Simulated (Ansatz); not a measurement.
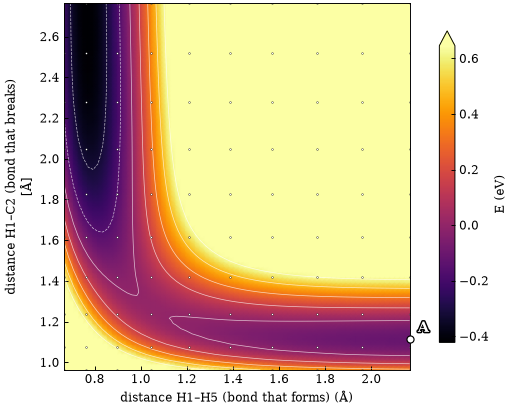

The reacting system C2H7O (fragments C₂H₆O + H where the first distance is long, H₂ + C₂H₅O where the second is long), spin multiplicity 2. Coordinates scanned: (1) distance H1–H5 (bond that forms); (2) distance H1–C2 (bond that breaks). Relaxed at each point: all other coordinates. The grid has 10 × 10 points. Points are written as (first, second). Energies: eV, counted from a guessed transition structure relaxed with its forming and breaking bonds held. In part of the range the unrestricted reference is strongly spin-contaminated. Method: UKS PBE0-D4/def2-SVP (Ansatz).

Drawn: a smooth colour map with a few white contour lines, dots at the grid points, one colour for all values above the top of the scale, the point A. Between grid points the surface is interpolated.

### Find the lowest path from A to the other arm of the map, and its barrier.

The easiest path runs from the side where the first distance is long, about (2.17 Å, 1.12 Å), to the side where the second distance is long, (0.762 Å, 2.763 Å). Its highest point, at about (1.08 Å, 1.26 Å), lies about 0.12 eV above the start and 0.43 eV above the end on the interpolated surface. An end on the edge of the scan is no minimum, so the barrier from there is a lower bound.

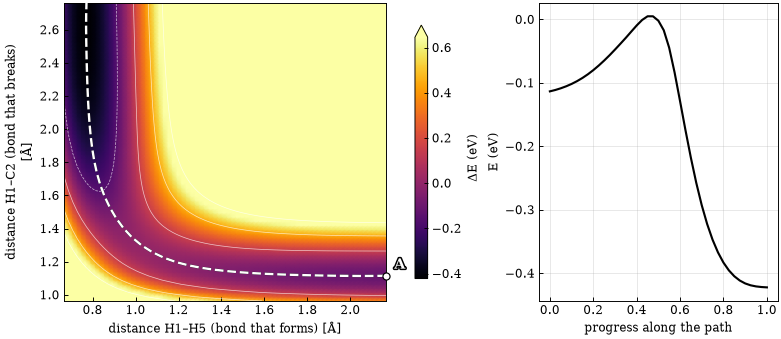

In the figure: a smooth colour map with a few white contour lines, a line along the lowest path, one colour for all values above the top of the scale, the energy along the path at the right. Between grid points the surface is interpolated.
